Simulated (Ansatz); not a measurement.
# C2H5BO (SMILES B1CCO1) at B3LYP/6-31G(d) (spherical functions)

What is the electronic atomisation energy of C2H5BO at B3LYP/6-31G* (spherical functions)? 

The results are computed with Ansatz 0.2.0.

68 further runs of the same task are left out: 68 set aside as unsound or not needed.

## Step 1: The molecule

C2H5BO: 9 atoms, total charge 0, spin state singlet. SMILES: `B1CCO1`. The coordinates come from a PBE0-D4/def2-TZVP relaxation.

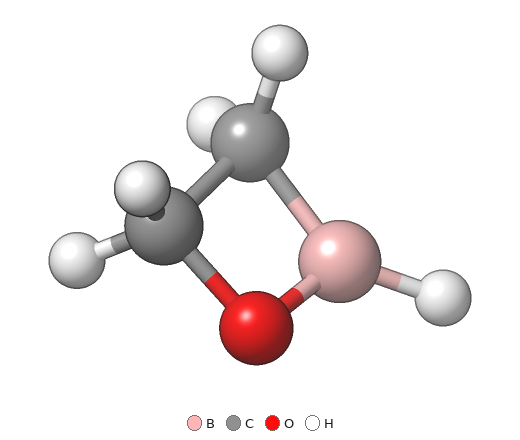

Viewed from a chosen angle; boron pink, carbon grey, oxygen red, hydrogen white.

## Step 2: The energy at B3LYP/6-31G(d) (spherical functions)

job.yaml

```yaml
crystal:
  periodic: [false, false, false]
  atoms:
    - {symbol: B, position_ang: [-0.402600, 0.301700, -1.082000]}
    - {symbol: C, position_ang: [0.506000, 0.617000, 0.171000]}
    - {symbol: C, position_ang: [-0.098600, -0.719600, 0.617700]}
    - {symbol: O, position_ang: [-0.884800, -0.878500, -0.596200]}
    - {symbol: H, position_ang: [-0.697000, 0.772800, -2.139500]}
    - {symbol: H, position_ang: [0.236300, 1.479000, 0.782200]}
    - {symbol: H, position_ang: [1.586200, 0.614100, 0.021000]}
    - {symbol: H, position_ang: [-0.757600, -0.681300, 1.487200]}
    - {symbol: H, position_ang: [0.600600, -1.551500, 0.721500]}
basis:
  gaussian: {orbitals: 6-31G_st_-spherical.json}
hamiltonian: {xc: {name: B3LYP}}
accuracy: high
output: {orbitals: {seedname: orbitals}}
```

The basis set 6-31G* is read from a file made from the Basis Set Exchange's data (not shown).

Command:

```console
$ ansatz run job.yaml --threads 1 --pin off --max-ram 3480MiB --events-out events.jsonl --progress --plain --runs-dir runs
```

The log of the run:

```text
Warning: RAYON_NUM_THREADS=1 ignored (pool sized by the plan → 1); use --threads N
Functional definition: B3LYP
  name "B3LYP"
  parameter a0 = 0.2
  parameter ax = 0.72
  parameter ac = 0.81
  exchange = (1 - a0 - ax)*slater_x + ax*b88_x + a0*exact_x
  correlation = (1 - ac)*vwn_rpa_c + ac*lyp_c
1646 factors; integrals over basis functions are off by at most 3.2e-9 eV
mean field evaluation 1: about -4874.0364 eV, gradient 4.8e1 eV
mean field evaluation 2: about -4868.9746 eV, gradient 7.0e1 eV
mean field evaluation 4: about -4879.0492 eV, gradient 3.1e0 eV
mean field evaluation 8: about -4879.0647 eV, gradient 1.9e-1 eV
mean field evaluation 16: about -4879.0648 eV, gradient 3.5e-6 eV
mean field -4879.06478473 eV, -179.3023236900 hartree, gradient 6.2e-8 eV, S^2 0.000000; 0 other end points of the search recorded, 0 dependent functions left out
reference -4879.06481683 eV, -179.3023248697 hartree; 15, 15 occupied and 51, 51 virtual orbitals, 1646 factors
Total energy: -4879.06481683 eV, -179.3023248697 hartree
```

It took 3.9 s on 1 thread of Arm Neoverse V2, shared host; peak memory 0.19 GiB.

## Step 3: The B atom at the same level

job.yaml

```yaml
crystal:
  periodic: [false, false, false]
  atoms:
    - {symbol: B, position_ang: [0.000000, 0.000000, 0.000000]}
basis:
  gaussian: {orbitals: 6-31G_st_-spherical.json}
magnetization: {spin_polarized: true, initial_magnetization: 1}
hamiltonian: {xc: {name: B3LYP}}
accuracy: high
```

The basis set 6-31G* is read from a file made from the Basis Set Exchange's data (not shown).

Run the same way, it converges to -24.65384 Eh (log not shown).

## Step 4: The C atom, same level

in.yaml

```yaml
crystal:
  periodic: [false, false, false]
  atoms:
    - symbol: C
      position_ang: [0.000000, 0.000000, 0.000000]
basis:
  gaussian: {orbitals: 6-31G_st_-spherical.json}
magnetization: {spin_polarized: true, initial_magnetization: 2}
hamiltonian: {xc: {name: B3LYP}}
accuracy: high
```

The basis set 6-31G* is read from a file made from the Basis Set Exchange's data (not shown).

Run the same way, it converges to -37.84469 Eh (log not shown).

## Step 5: The H atom at the same level

molecule.yaml

```yaml
crystal:
  periodic: [false, false, false]
  atoms:
    - symbol: H
      position_ang: [0.000000, 0.000000, 0.000000]
basis:
  gaussian: {orbitals: "6-31G*"}
magnetization: {spin_polarized: true, initial_magnetization: 1}
hamiltonian: {xc: {name: B3LYP}}
accuracy: high
```

Run the same way, it converges to -0.50027 Eh (log not shown).

## Step 6: The O atom

input.yaml

```yaml
crystal:
  periodic: [false, false, false]
  atoms:
    - {symbol: O, position_ang: [0.000000, 0.000000, 0.000000]}
basis:
  gaussian:
    orbitals: 6-31G_st_-spherical.json
magnetization:
  spin_polarized: true
  initial_magnetization: 2
hamiltonian:
  xc: {name: B3LYP}
accuracy: high
```

The basis set 6-31G* is read from a file made from the Basis Set Exchange's data (not shown).

Command:

```console
$ ansatz run input.yaml --threads 1 --pin off --max-ram 3480MiB --events-out events.jsonl --progress --plain --runs-dir runs
```

The log of the run, shortened:

```text
Warning: RAYON_NUM_THREADS=1 ignored (pool sized by the plan → 1); use --threads N
[... 7 set-up lines as earlier in the session ...]
96 factors; integrals over basis functions are off by at most 1.3e-9 eV
mean field evaluation 1: about -2042.3583 eV, gradient 5.4e0 eV
mean field evaluation 2: about -2042.4299 eV, gradient 3.3e0 eV
mean field evaluation 4: about -2042.4706 eV, gradient 1.8e-2 eV
mean field evaluation 8: about -2042.4704 eV, gradient 1.5e-4 eV
mean field -2042.47041935 eV, -75.0594034748 hartree, gradient 7.8e-10 eV, S^2 2.002219; 0 other end points of the search recorded, 0 dependent functions left out
reference -2042.47043006 eV, -75.0594038687 hartree; 5, 3 occupied and 9, 11 virtual orbitals, 96 factors
Total energy: -2042.47043006 eV, -75.0594038687 hartree
```

Wall time 0.26 s (1 thread of Arm Neoverse V2, shared host).

## Step 7: Outcome

At B3LYP/6-31G* (spherical functions):

| quantity | value |
| --- | --- |
| molecule: total energy | -179.30232 Eh |
| molecule: HOMO energy | -7.87 eV |
| molecule: LUMO energy | 0.18 eV |
| molecule: HOMO–LUMO gap | 8.05 eV |
| B atom: total energy | -24.65384 Eh |
| B atom: ⟨S²⟩ | 0.752 |
| C atom: total energy | -37.84469 Eh |
| C atom: ⟨S²⟩ | 2.002 |
| H atom: total energy | -0.50027 Eh |
| H atom: ⟨S²⟩ | 0.750 |
| O atom: total energy | -75.05940 Eh |
| O atom: ⟨S²⟩ | 2.002 |
| electronic atomisation energy | 38.051 eV |

**Reading.** Taking the molecule apart into free atoms costs 38.05 eV (3671 kJ/mol), before zero-point energy and without spin-orbit coupling.
